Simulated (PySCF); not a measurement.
## A study: CH4BClF, charge −1, SMILES `[BH3-]C(F)Cl`

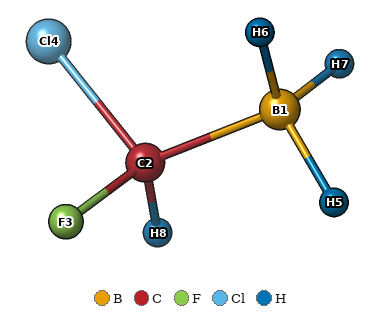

The molecule, with its atoms numbered as below. No frequency check shows the geometry to be a minimum.

Cartesian coordinates (Å):

```
B1       1.4818    1.0647    0.1267
C2       0.4359   -0.1078   -0.3619
F3       0.6855   -1.3672    0.1607
Cl4     -1.2815    0.2298    0.0531
H5       2.5753    0.7015   -0.2531
H6       1.4498    1.1866    1.3262
H7       1.1556    2.0889   -0.4333
H8       0.4113   -0.2550   -1.4517
```

## 1. Bonding charge

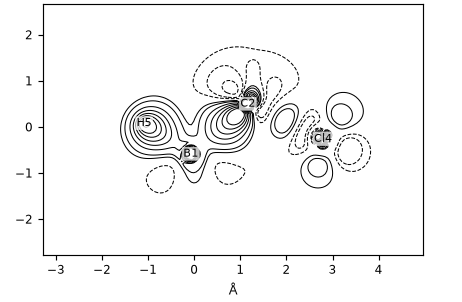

Deformation density (molecule less spherical, spin-averaged free atoms) in the plane of B1, C2, Cl4 and H5; contours at ±0.05 to ±0.8 e/Å³; solid lines: gain, dashed lines: loss.

Method: PBE0/def2-SVPD; geometry: GFN2-xTB; program: PySCF.

Q: Describe the bonding that the map shows.

A: B1–H5: +0.28 e/Å³ at the bond critical point (bond length 1.21 Å). B1–C2: +0.20 e/Å³ at the bond critical point (bond length 1.65 Å). C2–Cl4: +0.13 e/Å³ at the bond critical point (bond length 1.80 Å). In all, 2.1 electrons gather in the regions of gain relative to the promolecule of neutral atoms (this includes the anion's extra charge). A small or negative value marks a very polar bond, one between electron-rich atoms, whose free-atom densities already overlap strongly, a long bond to a heavier atom, or a closed-shell contact such as a hydrogen bond.

## 2. Bond critical points

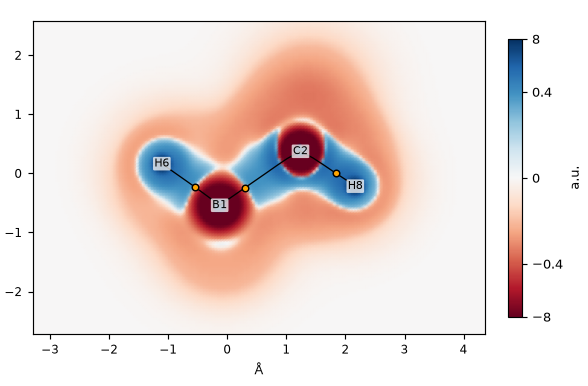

Negative Laplacian of the density (−∇²ρ) in the plane of B1, C2, H6 and H8 (blue positive, red negative, colour scale in a.u., logarithmic beyond ±0.04), with bond paths and bond critical points (dots).

Q: At which bond critical points in this plane is charge locally concentrated, and at which depleted?

A: Concentrated (∇²ρ < 0): C2–H8 (−1.09 a.u.); B1–H6 (−0.02 a.u.). Depleted (∇²ρ > 0): B1–C2 (+0.19 a.u., H = −0.129). A positive Laplacian with clearly negative H marks a strongly polar covalent bond, whose critical point lies close to the core of the less electronegative atom.

Q: Where along B1–C2 does the critical point lie?

A: 0.51 Å from B1 and 1.13 Å from C2.

## 3. Local ionisation energy

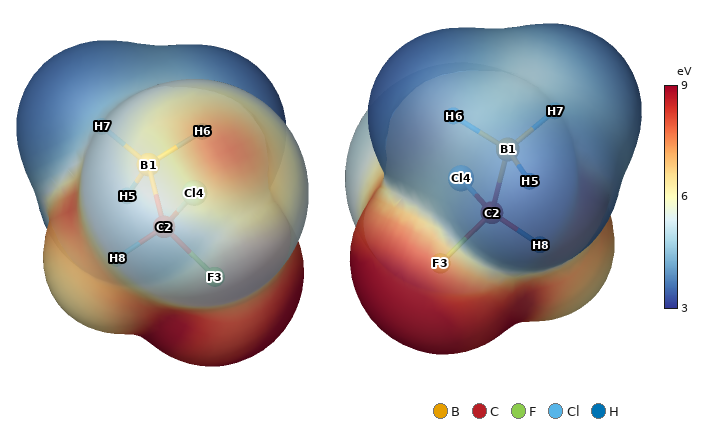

Average local ionisation energy on the surface of electron density 0.001 a.u. (back view left, front view right).

Q: Where are the most loosely bound electrons on this surface?

A: The lowest value is 3.4 eV, 1.6 Å from H5. Further minima include 4.8 eV, 2.2 Å from Cl4; 6.3 eV, 1.4 Å from H8. For comparison, the highest occupied orbital lies at −2.7 eV.

Q: What volume does the surface enclose?

A: About 109 Å³.

## 4. In an electric field

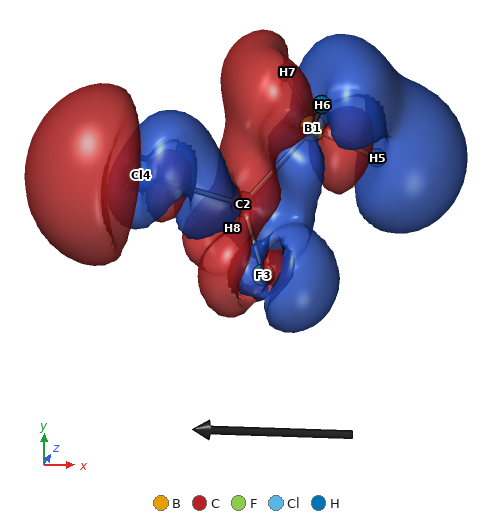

Change of the electron density in a uniform field of 0.10 V/Å along −x (arrow), surfaces at ±0.0004 e/Å³ (blue: gain, red: loss).

PySCF calculation, PBE0/6-31+G*, gas phase; geometry: GFN2-xTB. For an anion such functionals hold the outermost electrons too loosely, so the response is rough. The basis has diffuse s and p functions alone, which still leaves polarisabilities too small, most of all across bonds.

The field was applied in both directions; the picture shows the one opposite to the script's first.

Q: What dipole is induced, and what polarisability does it imply?

A: The induced dipole is 0.32 D (along the field); α along this axis, from the fields in both directions, is 63 bohr³ (9.4 Å³).

## 5. Localised orbitals

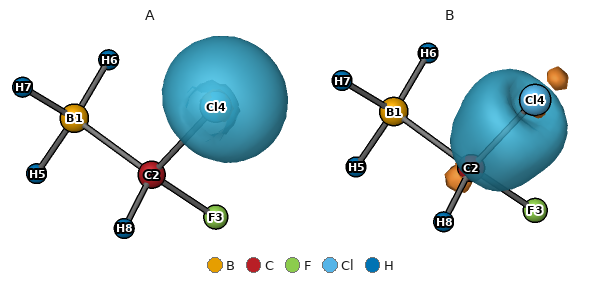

Intrinsic bond orbitals (IBO), occupied; each surface holds about 70 % of the orbital's density. Energies are diagonal elements of the Fock matrix.

Level of theory: BP86/def2-SVP (PySCF), at a geometry from GFN2-xTB. The basis has no diffuse functions, which an anion needs.

Q: What does each orbital represent in a Lewis picture?

A: By panel:
- A: lone pair on Cl4 (s-type) (Cl4 100 %; −11.8 eV)
- B: σ bond Cl4–C2 (Cl4 61 %, C2 38 %; −9.0 eV)
